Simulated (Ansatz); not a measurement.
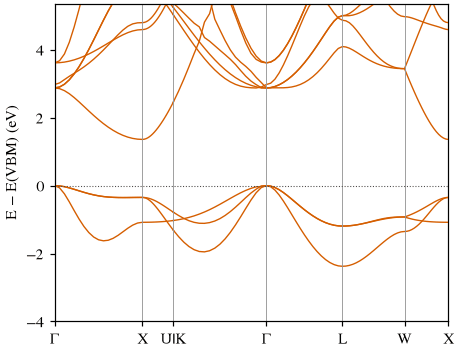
Figure: Band structure from the program Ansatz at the LDA level (PAW)

Problem. Read off the gap and where the band edges lie.

Solution. About 1.4 eV (1.36 eV by a search for the band edges); maximum at Γ, minimum at X.

The material is BaTe (rock salt, space group No. 225).

Space group Fm-3m (rock salt). Symmetry was held in the LDA relaxation; of distortions, only those at the zone centre were tested. Spin–orbit coupling is left out wherever it is not named.

Potentials: the later of the program's two PAW sets.
